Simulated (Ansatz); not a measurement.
# H2O3 (trioxidane): r2SCAN0/cc-pVTZ

What is the energy change on altering one bond length of H2O3 (trioxidane) at r2SCAN0/cc-pVTZ? 

The calculation is run with Ansatz 0.2.0.

27 further runs of the same task are left out: 27 set aside as unsound or not needed.

**1. The structure to begin with**

The species is H2O3 (5 atoms), meant as a singlet with charge 0. As SMILES, `OOO`. The coordinates come from a PBE0-D4/def2-TZVP relaxation. This is a higher conformer, about 11 kJ/mol above the lowest found by a separate search.

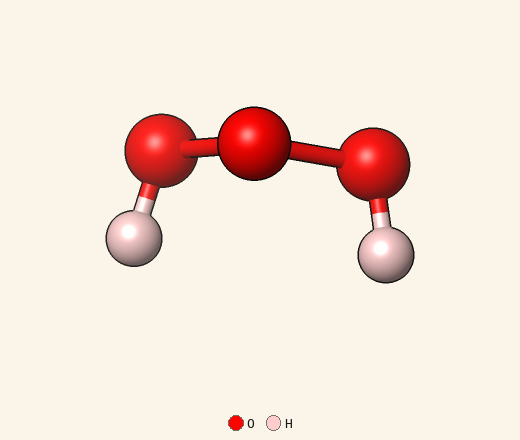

Viewed from a chosen angle; oxygen red, hydrogen pink.

**2. A single-point energy at r2SCAN0/cc-pVTZ**

Input file run.yaml:

```yaml
crystal:
  periodic: [false, false, false]
  atoms:
    - {symbol: O, position_ang: [-0.968320, -0.699970, -0.146130]}
    - {symbol: O, position_ang: [-0.133650, -0.043580, 0.770240]}
    - {symbol: O, position_ang: [1.173090, -0.066850, 0.261080]}
    - {symbol: H, position_ang: [-1.310410, 0.028200, -0.685190]}
    - {symbol: H, position_ang: [1.239280, 0.782200, -0.199990]}
basis:
  gaussian:
    orbitals: cc-pVTZ
hamiltonian:
  xc: {name: r2SCAN0}
accuracy: high
output: {orbitals: {seedname: orbitals}}
```

On the command line:

```sh
ansatz run run.yaml --threads 1 --pin off --max-ram 3480MiB --events-out events.jsonl --progress --plain --runs-dir runs
```

Log:

```text
Warning: RAYON_NUM_THREADS=1 ignored (pool sized by the plan → 1); use --threads N
Functional definition: r2SCAN0
  name "r2SCAN0"
  parameter a = 0.25
  parameter k0 = 0.174
  parameter k1 = 0.065
  parameter a1 = 4.9479
  exchange = (1 - a)*r2scan_x(k0 = k0, k1 = k1, a1 = a1) + a*exact_x
  correlation = r2scan_c
2102 factors; integrals over basis functions are off by at most 3.0e-9 eV
mean field evaluation 1: about -6164.3042 eV, gradient 4.1e1 eV
mean field evaluation 2: about -6162.1620 eV, gradient 5.6e1 eV
mean field evaluation 4: about -6166.7990 eV, gradient 2.3e0 eV
mean field evaluation 8: about -6166.8129 eV, gradient 6.1e-2 eV
mean field evaluation 16: about -6166.8129 eV, gradient 1.4e-5 eV
mean field -6166.81287268 eV, -226.6261930551 hartree, gradient 1.9e-8 eV, S^2 0.000000; 0 other end points of the search recorded, 0 dependent functions left out
reference -6166.81287310 eV, -226.6261930706 hartree; 13, 13 occupied and 105, 105 virtual orbitals, 2102 factors
Total energy: -6166.81287310 eV, -226.6261930706 hartree
```

Run time: 9.9 s. Hardware: 1 thread of Arm Neoverse V1, shared host; peak memory 0.36 GiB.

**3. The distorted shape**

Input file molecule.yaml:

```yaml
crystal:
  periodic: [false, false, false]
  atoms:
    - {symbol: O, position_ang: [-1.021274, -1.379236, 0.222740]}
    - {symbol: O, position_ang: [-0.186604, -0.722846, 1.139110]}
    - {symbol: O, position_ang: [1.120136, -0.746116, 0.629950]}
    - {symbol: H, position_ang: [-1.363364, -0.651066, -0.316320]}
    - {symbol: H, position_ang: [1.239280, 0.782200, -0.199990]}
basis:
  gaussian:
    orbitals: cc-pVTZ
hamiltonian:
  xc: {name: r2SCAN0}
accuracy: high
output: {orbitals: {seedname: orbitals}}
```

On the command line:

```sh
ansatz run molecule.yaml --threads 1 --pin off --max-ram 3480MiB --events-out events.jsonl --progress --plain --runs-dir runs
```

Log, shortened:

```text
Warning: RAYON_NUM_THREADS=1 ignored (pool sized by the plan → 1); use --threads N
[... 8 set-up lines as earlier in the session ...]
2082 factors; integrals over basis functions are off by at most 3.1e-9 eV
mean field evaluation 1: about -6159.2598 eV, gradient 4.3e1 eV
mean field evaluation 2: about -6149.0428 eV, gradient 7.9e1 eV
mean field evaluation 4: about -6163.0309 eV, gradient 7.4e0 eV
mean field evaluation 8: about -6163.1176 eV, gradient 3.3e-1 eV
mean field evaluation 16: about -6163.1178 eV, gradient 6.9e-5 eV
mean field -6163.11783743 eV, -226.4904030142 hartree, gradient 3.8e-8 eV, S^2 0.000000; 0 other end points of the search recorded, 0 dependent functions left out
reference -6163.11783789 eV, -226.4904030311 hartree; 13, 13 occupied and 105, 105 virtual orbitals, 2082 factors
Total energy: -6163.11783789 eV, -226.4904030311 hartree
```

It took 10 s on 1 thread of Arm Neoverse V1, shared host; peak memory 0.35 GiB.

**4. Results**

At r2SCAN0/cc-pVTZ:

```
                                                         quantity          value
                                        first shape: total energy  -226.62619 Eh
                                         first shape: HOMO energy       -8.79 eV
                                         first shape: LUMO energy        0.78 eV
                                       first shape: HOMO–LUMO gap        9.57 eV
                                    distorted shape: total energy  -226.49040 Eh
                                     distorted shape: HOMO energy       -8.47 eV
                                     distorted shape: LUMO energy       -3.75 eV
                                   distorted shape: HOMO–LUMO gap        4.72 eV
energy change with the O3–H5 bond stretched from 0.968 to 1.743 Å       3.695 eV
```

What this shows: With the O3–H5 bond stretched from 0.968 to 1.743 Å the energy rises by 3.70 eV (85 kcal/mol). The first shape isn't relaxed at this level, so the change isn't measured from a minimum. A restricted reference can't describe the breaking bond well at this length.
